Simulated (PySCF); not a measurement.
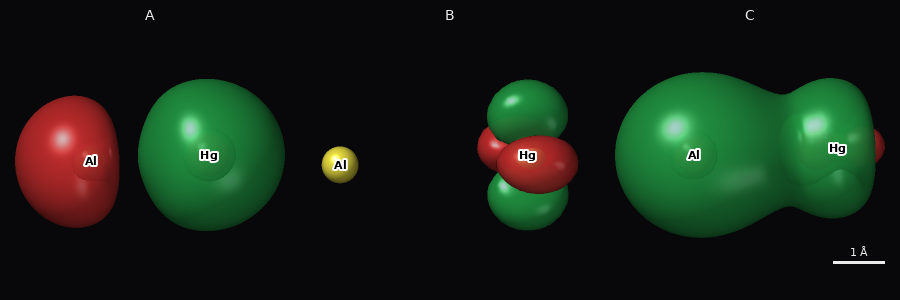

The picture shows: AlHg (charge +1). Three frontier orbitals, each drawn at the value that holds 80 % of its norm (green and red are the two phases), in no order; of a degenerate pair one member is drawn.

Core potentials replace the inner electrons of Hg.

All numbers below come from PySCF, PBE0/def2-SVP, non-relativistic Hamiltonian with scalar-relativistic core potentials where named, at a bond length of 2.966 Å.

### Label each orbital by symmetry, say whether it is occupied, and order them by energy.

Orbital B: δ, occupied, −17.20 eV; almost wholly on Hg.
Orbital C: σ, occupied, −15.13 eV; mainly on Al (70 %).
Orbital A: σ, occupied, −12.45 eV; shared between the atoms (Al 35 %, Hg 65 %).
